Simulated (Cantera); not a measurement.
Feed: 1 mol Pb, 0.33 mol CO, 1.9 mol N₂, at 10.0 Torr.

Equilibrium computed with Cantera from the NASA thermochemical tables; the gas is ideal and each condensed phase is pure. Candidate condensed phases: C, Pb, PbO, PbO₂, Pb₃O₄; 27 gas species. The numbers say what is thermodynamically allowed, not how fast it happens.

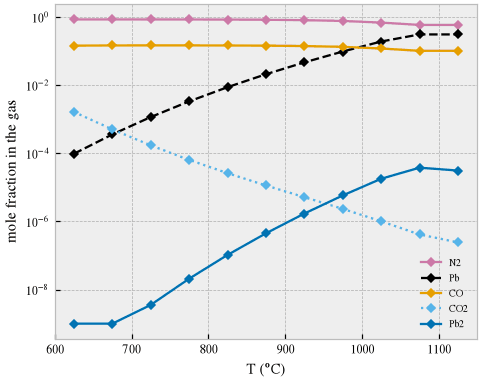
*Equilibrium gas composition (values under 1e-9 drawn at 1e-9)*

Q: Read off the mole fractions at 825 °C.

A: N₂ about 0.84, CO about 0.15, Pb about 0.0088, CO₂ about 2.6e-5, Pb₂ about 1.0e-7.
